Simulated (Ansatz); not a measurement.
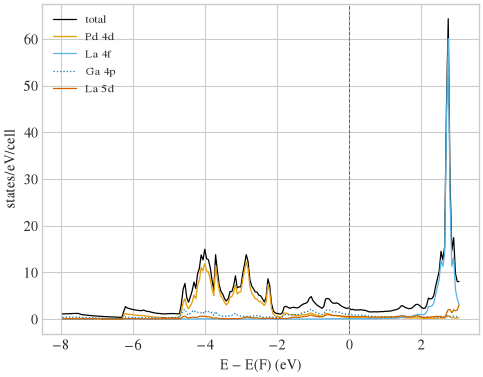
*Total and projected density of states of LaGa$_{3}$Pd$_{2}$ in space group P6/mmm (No. 191; La on 1a, Ga on 3g, Pd on 2c), r²SCAN (plane waves, PAW; program Ansatz)*

Q: Which orbitals carry the states next to the Fermi level?

A: Within 0.5 eV of the Fermi level: Ga 4p 45 %, La 5d 25 %, Pd 4d 19 %. Projections are on Löwdin-orthogonalised atomic valence shells; empty p or d shells of many metals are not among them.

Q: Where is the tallest occupied peak in this window, and what makes it?

A: Near -4.0 eV, about 15 states/eV per cell; the largest projected share is Pd 4d.

The workflow started from a Materials Project entry (that database holds measured and hypothetical structures alike); the Crystallography Open Database files this formula in space group No. 191, but the cells were not matched. Whether it is the stable phase at ambient conditions was not checked. The cell was relaxed with r²SCAN under the symmetry of its start; whether a distortion lowers the energy is not shown. The run is not spin-polarised. Spin–orbit coupling is left out wherever it is not named.

Potentials: the earlier of the program's two PAW sets.
